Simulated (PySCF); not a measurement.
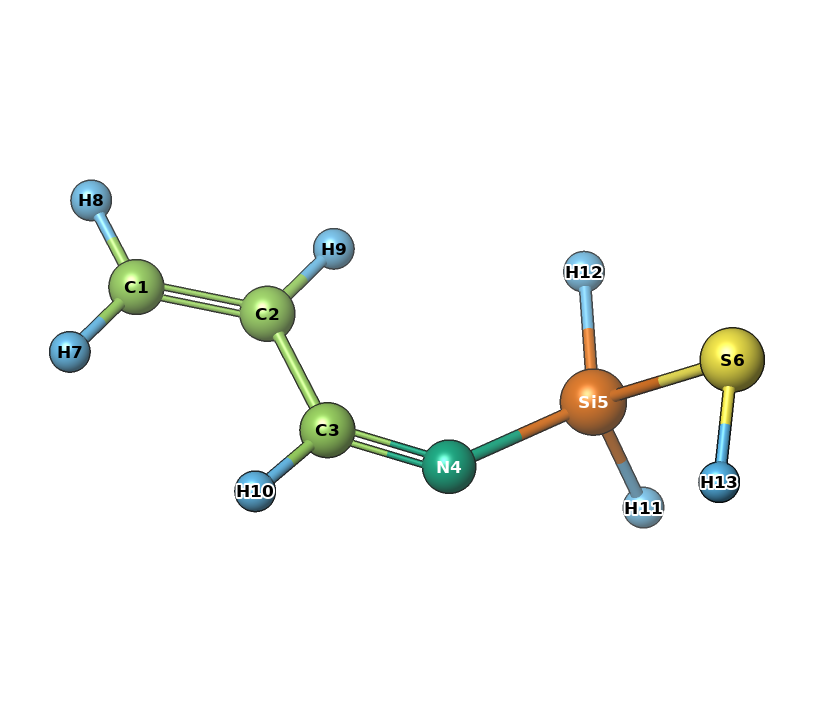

Depth is shown by fading: the farther an atom, the more it takes the colour of the background. The computed structure is the end point of a PBE0-D3(BJ)/def2-SVP optimisation. No frequency run is at hand to confirm it as a minimum.

Find the stereocentres and stereogenic double bonds.

Answer. Double bonds: C3=N4.

Give the R/S and E/Z labels.

Answer. C3=N4: Z.

Write the isomeric SMILES.

Answer. C=C/C=N\[SiH2]S
